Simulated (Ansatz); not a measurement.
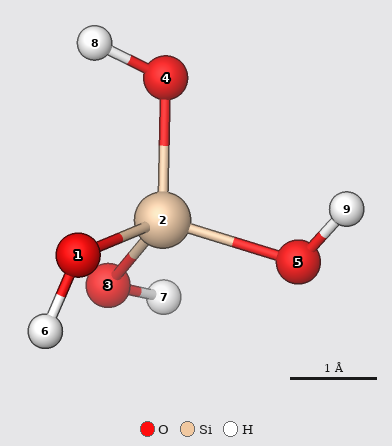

*The starting structure (ball-and-stick view, seen at a tilt; atoms are numbered from 1 in the order of the input).*

Bond lengths as drawn: H–O 0.97 Å and O–Si 1.67 Å.

Geometry relaxation of SiH4O4

SiH4O4, computed with RHF/6-31G* (Ansatz 0.2.0).

Figures and captions count atoms from 1; the log counts them from 0 in places.

**Log**
```
The last accepted step is kept in [file] (removed where the run ends without a failure and the disk answers)
Engine: ansatz 0.2.0, x86_64-unknown-linux-gnu
Functional definition: HF
  exchange = exact_x
  correlation = 0
858 factors; integrals over basis functions are off by at most 3.1e-4 eV
mean field evaluation 1: about -16073.5212 eV, gradient 5.5e1 eV
mean field evaluation 2: about -16073.5754 eV, gradient 5.5e1 eV
mean field evaluation 4: about -16078.7689 eV, gradient 2.8e0 eV
mean field evaluation 8: about -16078.7988 eV, gradient 9.2e-2 eV
mean field -16078.79888052 eV, -590.8849602579 hartree, gradient 8.6e-6 eV, S^2 0.000000; 0 other end points of the search recorded, 0 dependent functions left out
the calculation of the forces begins
reference -16078.79888052 eV, -590.8849602579 hartree; 25, 25 occupied and 62, 62 virtual orbitals, 858 factors
relax step   1: F+E_penalty+E_count = -16078.79888052 eV  Δ(F+E_penalty+E_count) = +0.000e0 eV  max|allowed force component| = 1.531e0 eV/Å  Δτ_max = 0.0000 Å  (32 SCF iters, accepted)
these checks for a lower state are left out or cut short: starts, cluster_reference, orbital_swaps, neighbouring_geometries, increment
858 factors; integrals over basis functions are off by at most 2.9e-4 eV
mean field evaluation 16: about -16078.9399 eV, gradient 2.1e-4 eV
mean field -16078.93994767 eV, -590.8901443799 hartree, gradient 2.8e-5 eV, S^2 0.000000; 0 other end points of the search recorded, 0 dependent functions left out
the calculation of the forces begins
reference -16078.93994767 eV, -590.8901443799 hartree; 25, 25 occupied and 62, 62 virtual orbitals, 858 factors
relax step   2: F+E_penalty+E_count = -16078.93994767 eV  Δ(F+E_penalty+E_count) = -1.411e-1 eV  max|allowed force component| = 6.949e-1 eV/Å  Δτ_max = 0.0263 Å  (30 SCF iters, accepted)
these checks for a lower state are left out or cut short: starts, cluster_reference, orbital_swaps, neighbouring_geometries, increment
858 factors; integrals over basis functions are off by at most 2.8e-4 eV
mean field -16078.97329426 eV, -590.8913698446 hartree, gradient 2.6e-5 eV, S^2 0.000000; 0 other end points of the search recorded, 0 dependent functions left out
the calculation of the forces begins
reference -16078.97329426 eV, -590.8913698446 hartree; 25, 25 occupied and 62, 62 virtual orbitals, 858 factors
relax step   3: F+E_penalty+E_count = -16078.97329426 eV  Δ(F+E_penalty+E_count) = -3.335e-2 eV  max|allowed force component| = 9.749e-2 eV/Å  Δτ_max = 0.0196 Å  (30 SCF iters, accepted)
these checks for a lower state are left out or cut short: starts, cluster_reference, orbital_swaps, neighbouring_geometries, increment
858 factors; integrals over basis functions are off by at most 2.8e-4 eV
mean field evaluation 32: about -16078.9782 eV, gradient 2.4e-5 eV
mean field -16078.97823935 eV, -590.8915515734 hartree, gradient 2.6e-5 eV, S^2 0.000000; 0 other end points of the search recorded, 0 dependent functions left out
the calculation of the forces begins
reference -16078.97823935 eV, -590.8915515734 hartree; 25, 25 occupied and 62, 62 virtual orbitals, 858 factors
relax step   4: F+E_penalty+E_count = -16078.97823935 eV  Δ(F+E_penalty+E_count) = -4.945e-3 eV  max|allowed force component| = 6.821e-2 eV/Å  Δτ_max = 0.0432 Å  (30 SCF iters, accepted)
these checks for a lower state are left out or cut short: starts, cluster_reference, orbital_swaps, neighbouring_geometries, increment
858 factors; integrals over basis functions are off by at most 2.8e-4 eV
mean field -16078.98076653 eV, -590.8916444455 hartree, gradient 2.5e-5 eV, S^2 0.000000; 0 other end points of the search recorded, 0 dependent functions left out
the calculation of the forces begins
reference -16078.98076653 eV, -590.8916444455 hartree; 25, 25 occupied and 62, 62 virtual orbitals, 858 factors
relax step   5: F+E_penalty+E_count = -16078.98076653 eV  Δ(F+E_penalty+E_count) = -2.527e-3 eV  max|allowed force component| = 3.334e-2 eV/Å  Δτ_max = 0.0230 Å  (30 SCF iters, accepted)
these checks for a lower state are left out or cut short: starts, cluster_reference, orbital_swaps, neighbouring_geometries, increment
858 factors; integrals over basis functions are off by at most 2.8e-4 eV
mean field -16078.98138501 eV, -590.8916671741 hartree, gradient 2.5e-5 eV, S^2 0.000000; 0 other end points of the search recorded, 0 dependent functions left out
the calculation of the forces begins
reference -16078.98138501 eV, -590.8916671741 hartree; 25, 25 occupied and 62, 62 virtual orbitals, 858 factors
relax step   6: F+E_penalty+E_count = -16078.98138501 eV  Δ(F+E_penalty+E_count) = -6.185e-4 eV  max|allowed force component| = 3.566e-2 eV/Å  Δτ_max = 0.0130 Å  (31 SCF iters, accepted)
these checks for a lower state are left out or cut short: starts, cluster_reference, orbital_swaps, neighbouring_geometries, increment
858 factors; integrals over basis functions are off by at most 2.8e-4 eV
mean field -16078.98176874 eV, -590.8916812758 hartree, gradient 2.5e-5 eV, S^2 0.000000; 0 other end points of the search recorded, 0 dependent functions left out
the calculation of the forces begins
reference -16078.98176874 eV, -590.8916812758 hartree; 25, 25 occupied and 62, 62 virtual orbitals, 858 factors
relax step   7: F+E_penalty+E_count = -16078.98176874 eV  Δ(F+E_penalty+E_count) = -3.837e-4 eV  max|allowed force component| = 3.424e-2 eV/Å  Δτ_max = 0.0149 Å  (30 SCF iters, accepted)
these checks for a lower state are left out or cut short: starts, cluster_reference, orbital_swaps, neighbouring_geometries, increment
858 factors; integrals over basis functions are off by at most 2.8e-4 eV
mean field -16078.98182182 eV, -590.8916832265 hartree, gradient 9.7e-6 eV, S^2 0.000000; 0 other end points of the search recorded, 0 dependent functions left out
the calculation of the forces begins
reference -16078.98182182 eV, -590.8916832265 hartree; 25, 25 occupied and 62, 62 virtual orbitals, 858 factors
relax step   8: F+E_penalty+E_count = -16078.98182182 eV  Δ(F+E_penalty+E_count) = -5.308e-5 eV  max|allowed force component| = 3.126e-4 eV/Å  Δτ_max = 0.0028 Å  (23 SCF iters, accepted)
858 factors; integrals over basis functions are off by at most 2.8e-4 eV
mean field evaluation 64: about -16073.7939 eV, gradient 5.5e1 eV
```

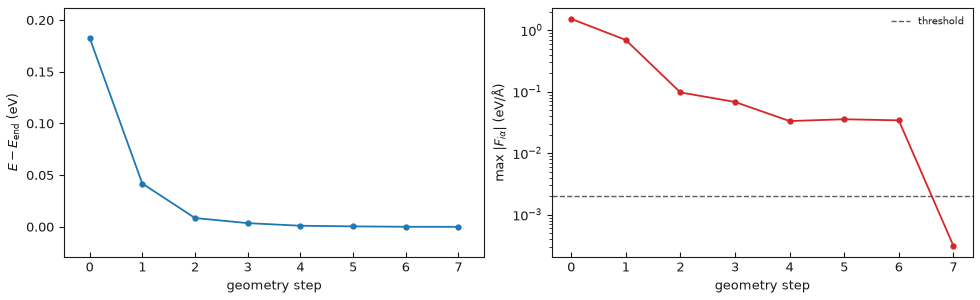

*Progress of the relaxation, step by step (the first geometry is step 0 here and step 1 in the log).*

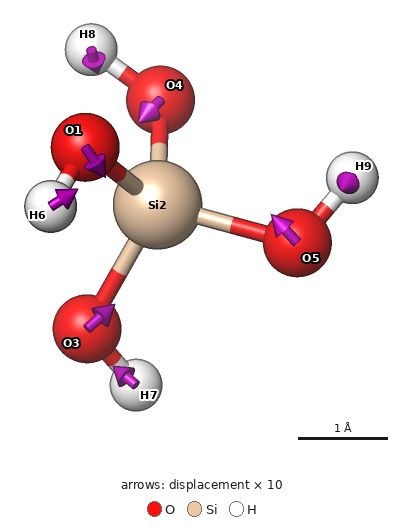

*The starting structure with the displacements as pink arrows, magnified 10 times (ball-and-stick view, seen at a tilt). The two geometries are laid on each other by the best rigid fit.*

The largest moves after the best rigid fit, 0.045 Å, are those of O1, O3, O4 and O5. By element the largest moves are O 0.045 Å, H 0.038 Å. Si stays in place. Among the contacts that change: O1–Si2 1.666 → 1.629 Å, O1–H6 0.974 → 0.947 Å. Among the angles that change: Si2–O5–H9 113.3° → 117.1°. After 7 geometry steps the energy has fallen by 0.183 eV. The largest force component goes from 1.5 to 0.00031 eV/Å. (Atoms are counted from 1 in the order of the input.)

```
mean field -16078.98182182 eV, -590.8916832265 hartree, gradient 9.7e-6 eV, S^2 0.000000; 1 other end points of the search recorded, 0 dependent functions left out
the calculation of the forces begins
reference -16078.98182182 eV, -590.8916832265 hartree; 25, 25 occupied and 62, 62 virtual orbitals, 858 factors
Total energy: -16078.98182182 eV, -590.8916832265 hartree
Atom 0 at     0.698369     1.197171    -0.856974 Å, force     0.000214    -0.000058    -0.000058 eV/Å
Atom 1 at     0.001205     0.000150    -0.000064 Å, force     0.000021    -0.000112     0.000089 eV/Å
Atom 2 at    -1.020693     0.718127     1.045613 Å, force    -0.000132    -0.000036    -0.000120 eV/Å
Atom 3 at    -0.683675    -1.003376    -1.084992 Å, force    -0.000264    -0.000135     0.000042 eV/Å
Atom 4 at     1.010817    -0.911333     0.896086 Å, force     0.000193     0.000126     0.000012 eV/Å
Atom 5 at     0.848478     2.017379    -0.408300 Å, force    -0.000268     0.000253     0.000049 eV/Å
Atom 6 at    -1.254694     0.230695     1.822941 Å, force     0.000279     0.000033     0.000181 eV/Å
Atom 7 at    -1.028526    -0.612783    -1.875624 Å, force     0.000270     0.000067    -0.000205 eV/Å
Atom 8 at     1.439529    -1.634689     0.460713 Å, force    -0.000313    -0.000139     0.000011 eV/Å
Dipole moment:    -0.000013     0.000011     0.000002 e Å
```

**Trajectory as extended XYZ (Å, eV, eV/Å), 8 frames, from step=1 to step=8**
```
9
Properties=species:S:1:pos:R:3:forces:R:3 step=1 energy=-16078.79888
O     0.7042    1.2147   -0.8980   -0.3669   0.2031   1.4950
Si    0.0012    0.0002   -0.0001    0.0017  -0.0001   0.0000
O    -1.0353    0.7575    1.0617    0.5320  -1.4343   0.2668
O    -0.6840   -1.0452   -1.1014    0.0475   1.5311  -0.2536
O     1.0201   -0.9263    0.9375   -0.2134  -0.2999  -1.5084
H     0.8214    2.0430   -0.3999   -0.1385  -1.1169  -0.7551
H    -1.2319    0.2252    1.8529    0.2335   0.7977  -1.0689
H    -1.0075   -0.6000   -1.9045    0.4324  -0.6862   1.0843
H     1.4227   -1.6677    0.4513   -0.5283   1.0055   0.7400
9
Properties=species:S:1:pos:R:3:forces:R:3 step=2 energy=-16078.93995
O     0.6993    1.2043   -0.8826   -0.2648  -0.2544   0.6501
Si    0.0012    0.0002   -0.0001    0.0008   0.0000   0.0000
O    -1.0265    0.7432    1.0524    0.3971  -0.6000  -0.2005
O    -0.6806   -1.0289   -1.0919    0.1708   0.6949   0.2135
O     1.0128   -0.9180    0.9218   -0.3037   0.1594  -0.6632
H     0.8148    2.0176   -0.3990    0.0089  -0.1882  -0.2366
H    -1.2208    0.2260    1.8292   -0.0077   0.2385  -0.1859
H    -0.9978   -0.5973   -1.8804    0.0621  -0.2294   0.1872
H     1.4082   -1.6457    0.4499   -0.0635   0.1790   0.2354
9
Properties=species:S:1:pos:R:3:forces:R:3 step=3 energy=-16078.97329
O     0.6942    1.1920   -0.8683   -0.0130   0.0040   0.0965
Si    0.0012    0.0002   -0.0001   -0.0001   0.0000   0.0000
O    -1.0172    0.7301    1.0413    0.0257  -0.0943   0.0063
O    -0.6767   -1.0136   -1.0804   -0.0061   0.0975  -0.0058
O     1.0047   -0.9079    0.9072   -0.0066  -0.0073  -0.0970
H     0.8133    2.0064   -0.3995    0.0495   0.0768  -0.0727
H    -1.2172    0.2270    1.8186   -0.0728   0.0633   0.0662
H    -0.9946   -0.5972   -1.8696   -0.0452  -0.0830  -0.0689
H     1.4031   -1.6357    0.4502    0.0685  -0.0571   0.0755
9
Properties=species:S:1:pos:R:3:forces:R:3 step=4 energy=-16078.97824
O     0.6894    1.2065   -0.8516    0.0287  -0.0627  -0.0562
Si    0.0012    0.0001   -0.0001    0.0000   0.0001   0.0000
O    -1.0129    0.7138    1.0564   -0.0242   0.0533  -0.0670
O    -0.6772   -0.9967   -1.0955   -0.0085  -0.0588   0.0662
O     1.0056   -0.9230    0.8904    0.0041   0.0682   0.0570
H     0.8116    2.0415   -0.4242   -0.0101  -0.0010   0.0629
H    -1.2256    0.2510    1.8535    0.0190  -0.0608   0.0010
H    -0.9930   -0.6223   -1.9047   -0.0018   0.0636  -0.0006
H     1.4118   -1.6696    0.4752   -0.0070  -0.0019  -0.0634
9
Properties=species:S:1:pos:R:3:forces:R:3 step=5 energy=-16078.98077
O     0.7044    1.1967   -0.8524   -0.0288   0.0257  -0.0242
Si    0.0012    0.0001   -0.0001   -0.0001  -0.0006  -0.0001
O    -1.0257    0.7128    1.0440    0.0197   0.0273   0.0304
O    -0.6902   -1.0000   -1.0837    0.0288  -0.0190  -0.0293
O     1.0163   -0.9090    0.8919   -0.0198  -0.0333   0.0230
H     0.8259    2.0271   -0.4138    0.0031  -0.0158   0.0034
H    -1.2354    0.2390    1.8367    0.0004  -0.0032  -0.0160
H    -1.0070   -0.6142   -1.8884   -0.0013   0.0031   0.0161
H     1.4213   -1.6512    0.4652   -0.0022   0.0159  -0.0032
9
Properties=species:S:1:pos:R:3:forces:R:3 step=6 energy=-16078.98138
O     0.7026    1.1967   -0.8538   -0.0224  -0.0083  -0.0327
Si    0.0012    0.0001   -0.0001   -0.0001  -0.0005  -0.0001
O    -1.0242    0.7145    1.0444    0.0185   0.0357  -0.0039
O    -0.6882   -1.0010   -1.0839    0.0289  -0.0275   0.0049
O     1.0146   -0.9096    0.8932   -0.0249   0.0003   0.0313
H     0.8377    2.0223   -0.4113    0.0053   0.0165   0.0172
H    -1.2456    0.2350    1.8297   -0.0056  -0.0180   0.0150
H    -1.0183   -0.6139   -1.8820   -0.0104   0.0153  -0.0153
H     1.4309   -1.6428    0.4632    0.0108  -0.0134  -0.0165
9
Properties=species:S:1:pos:R:3:forces:R:3 step=7 energy=-16078.98177
O     0.6979    1.1970   -0.8572    0.0126   0.0342   0.0118
Si    0.0012    0.0001   -0.0001    0.0000   0.0002   0.0000
O    -1.0202    0.7185    1.0455   -0.0167  -0.0143   0.0309
O    -0.6831   -1.0035   -1.0849   -0.0190   0.0082  -0.0315
O     1.0103   -0.9114    0.8963    0.0230  -0.0274  -0.0107
H     0.8511    2.0169   -0.4079   -0.0071  -0.0299  -0.0153
H    -1.2571    0.2299    1.8220    0.0102   0.0167  -0.0276
H    -1.0311   -0.6128   -1.8748    0.0137  -0.0126   0.0279
H     1.4419   -1.6334    0.4604   -0.0166   0.0249   0.0143
9
Properties=species:S:1:pos:R:3:forces:R:3 step=8 energy=-16078.98182
O     0.6984    1.1972   -0.8570    0.0002  -0.0001  -0.0001
Si    0.0012    0.0001   -0.0001    0.0000  -0.0001   0.0001
O    -1.0207    0.7181    1.0456   -0.0001   0.0000  -0.0001
O    -0.6837   -1.0034   -1.0850   -0.0003  -0.0001   0.0000
O     1.0108   -0.9113    0.8961    0.0002   0.0001   0.0000
H     0.8485    2.0174   -0.4083   -0.0003   0.0003   0.0000
H    -1.2547    0.2307    1.8229    0.0003   0.0000   0.0002
H    -1.0285   -0.6128   -1.8756    0.0003   0.0001  -0.0002
H     1.4395   -1.6347    0.4607   -0.0003  -0.0001   0.0000
```

This output came from the following input.

**The input**
```yaml
crystal:
  periodic: [false, false, false]
  atoms:
    - { symbol: O, position_ang: [0.70417803, 1.21467962, -0.89800723] }
    - { symbol: Si, position_ang: [0.00124664, 0.00016746, -5.615e-05] }
    - { symbol: O, position_ang: [-1.0353328, 0.75749561, 1.06170358] }
    - { symbol: O, position_ang: [-0.68395685, -1.04522965, -1.10142101] }
    - { symbol: O, position_ang: [1.02011285, -0.92633907, 0.93748387] }
    - { symbol: H, position_ang: [0.82137198, 2.04302501, -0.39988479] }
    - { symbol: H, position_ang: [-1.23194711, 0.22516683, 1.85287011] }
    - { symbol: H, position_ang: [-1.00752284, -0.59995845, -1.90454893] }
    - { symbol: H, position_ang: [1.4226601, -1.66766735, 0.45126056] }
basis:
  gaussian: { orbitals: "6-31G*" }
hamiltonian:
  xc: hf
relax:
  f_tol: 0.002
  max_steps: 150
```

Launch command:
```bash
ansatz run input.yaml --threads 4 --pin off --max-ram 10240MiB --backend cpu --events-out ev --progress --plain --runs-dir out
```

**Results in brief**

| quantity | value |
| --- | --- |
| outcome | converged |
| total energy | −16078.9818 eV |
| SCF solution under orbital rotations | stable |
| largest force (length of the vector) at the end | under 0.001 eV/Å |
| hardware | 4 threads of AMD EPYC (Zen 5), 128 GiB of memory available, shared host |
| wall time | 3.1 s (CPU time 9.6 s) |
| peak memory | 0.17 GiB |
